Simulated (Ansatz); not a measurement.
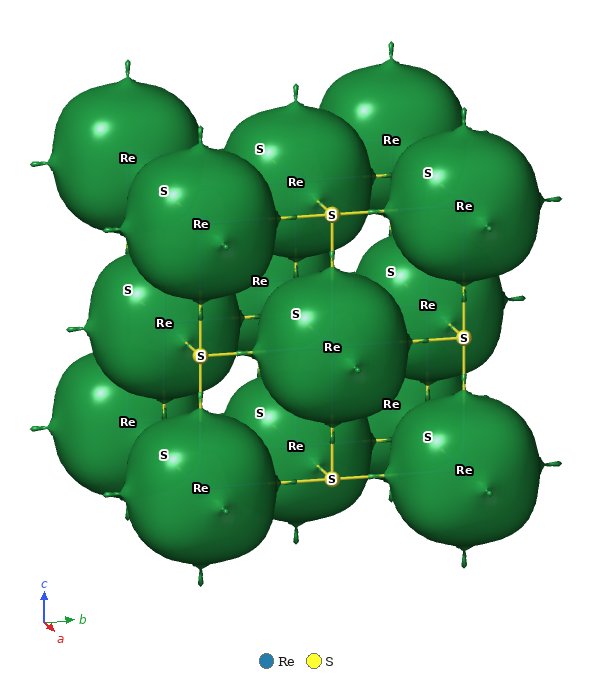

Figure 1: ReS. Isosurfaces of the spin density (up minus down) at +0.03 (green) and −0.03 e/Å³ (red), seen slightly off an axis. Sticks mark near contacts.

Space group Fm-3m; started from the rock salt prototype, which need not be the ambient phase; spin-polarised.

All numbers below come from DFT r2SCAN, scalar-relativistic, plane waves, PAW in Ansatz 0.2.0.

In a PAW calculation such maps are meaningful between the atoms, not at the nuclei.

Q: Where is the spin, and how is it ordered?

A: The spin density sits on Re: +1.5 μB (×4) in one cell of 8 atoms, with smaller moments on other sites: S (up to +0.07 μB): parallel moments, as they must be, since the calculation's own cell holds one magnetic site. The cell of the calculation (2 atoms) carries 2.0 μB of net spin moment. Only one sign reaches the isovalue.
